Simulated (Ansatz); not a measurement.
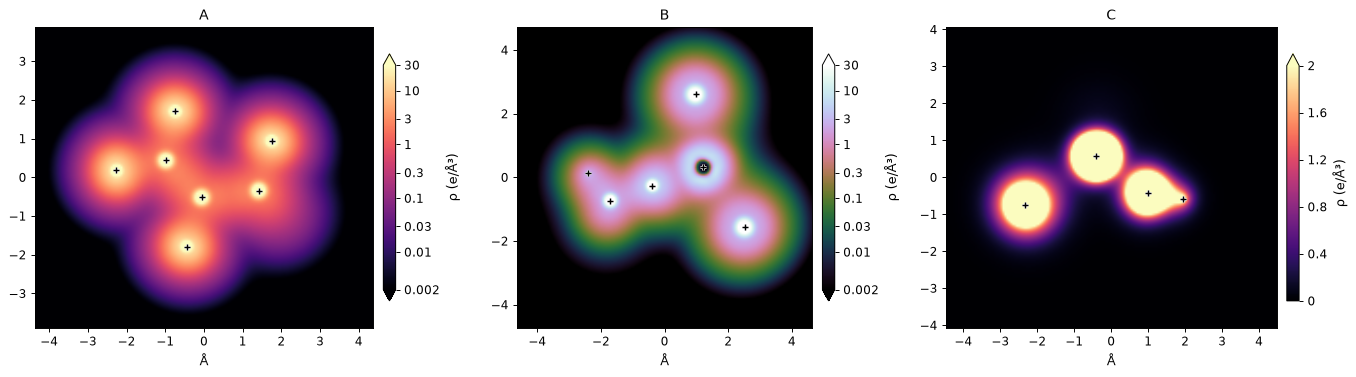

The electron density of 3 systems, each on a plane through atoms (crosses mark nuclei in the plane).

Theory: isolated molecule in a Gaussian basis; Kohn-Sham density functional theory, functional PBE0 (Ansatz 0.2.0).

System 1: C₃F₆ (SMILES FC(F)=C(F)C(F)(F)F), the plane of atoms C2, C1 and F4. Geometry: PBE0-D4/def2-SVP.

```xyz
9

C    -2.8907   -2.0042    0.4746
C    -2.0688   -0.9635    0.3194
C    -0.7320   -0.7637    0.9672
F    -2.6588   -3.0361    1.2301
F    -4.0370   -2.0837   -0.1361
F    -2.4238    0.0322   -0.4844
F    -0.7296    0.3527    1.6940
F    -0.4153   -1.7814    1.7585
F     0.2183   -0.6366    0.0422
```

System 2: Br₃HOTi, the plane of atoms Br1, Ti5 and O4. Geometry: PBE0-D4/def2-SVP.

```yaml
atoms:
  - { symbol: Br, position_ang: [1.9793, -1.5226, 0.5024] }
  - { symbol: Br, position_ang: [-1.2247, -1.3856, -1.5725] }
  - { symbol: Br, position_ang: [1.0544, 1.6314, -1.4433] }
  - { symbol: O, position_ang: [-0.6462, 0.4336, 1.1363] }
  - { symbol: Ti, position_ang: [0.2266, -0.1677, -0.2194] }
  - { symbol: H, position_ang: [-1.3473, 0.9469, 1.5504] }
```

System 3: CH₃Cl₂F₂NW (SMILES C[N]=[W]([F])([F])([Cl])[Cl]), the plane of atoms N6, C1 and H8. Geometry: PBE0-D4/def2-SVP; core potentials replace the inner electrons of W.

```xyz
10

C     2.0794   -0.1078    0.0844
Cl   -1.8199    0.2359   -1.6944
Cl    1.7709   -0.7967   -4.1738
F    -0.2332   -2.0461   -2.5016
F     0.3622    1.4995   -3.1160
N     1.2791   -0.1767   -1.0769
W     0.3039   -0.2546   -2.4688
H     1.4375    0.0715    0.9627
H     2.8051    0.7170    0.0017
H     2.6213   -1.0557    0.2312
```

Match each panel to its system.

Panel A is system 1, C₃F₆: the plane holds C and F. C–F (1.30 Å): ρ at the midpoint is about 2.6 e/Å³. Panel B is system 3, CH₃Cl₂F₂NW: the plane holds C, Cl, N, W and H. C–N (1.41 Å): the density is about 2 e/Å³ at the midpoint. Panel C is system 2, Br₃HOTi: the plane holds Br, O, Ti and H. Ti–O (1.72 Å): the density is about 1.2 e/Å³ at the midpoint.
